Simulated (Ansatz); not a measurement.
# What W → Re does to W

Consider W in the bcc (W type) structure (space group Im-3m, No. 229; a = 3.170 Å).

Modification: Re takes the place of W on all its sites, then cell and atoms are relaxed.

The values are results of r2SCAN (Ansatz, a program for electronic structure, PAW, no spin-orbit coupling), earlier PAW set, not measurements. Settings: 21×21×21 k-points, 0.05 eV Fermi–Dirac smearing.

| quantity | base | changed | shift |
|---|---|---|---|
| volume per atom | 15.93 Å³ | 14.83 Å³ | -1.093 Å³ |
| density | 19.17 g/cm³ | 20.85 g/cm³ | +1.68 g/cm³ |
| space group | Im-3m (No. 229) | Im-3m (No. 229) | – |
| shortest interatomic distance | 2.745 Å | 2.681 Å | -0.064 Å |
| band gap | zero | zero | – |

Final structure:

```xyz
1
Lattice="-1.5478 1.5478 1.5478 1.5478 -1.5478 1.5478 1.5478 1.5478 -1.5478" Properties=species:S:1:pos:R:3 pbc="T T T"
Re     0.0000     0.0000     0.0000
```

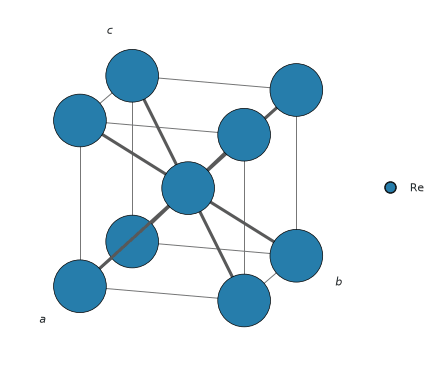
Fig. 1. The relaxed conventional cell after the change

Cost of the whole job for the changed cell (relaxation, final SCF and bands): roughly 22 core-seconds.

No phonon test of stability was made. For Re in this form, whether it has been made was not checked. All final runs are without spin polarisation. This is not the structure that Re has at room temperature and ambient pressure.
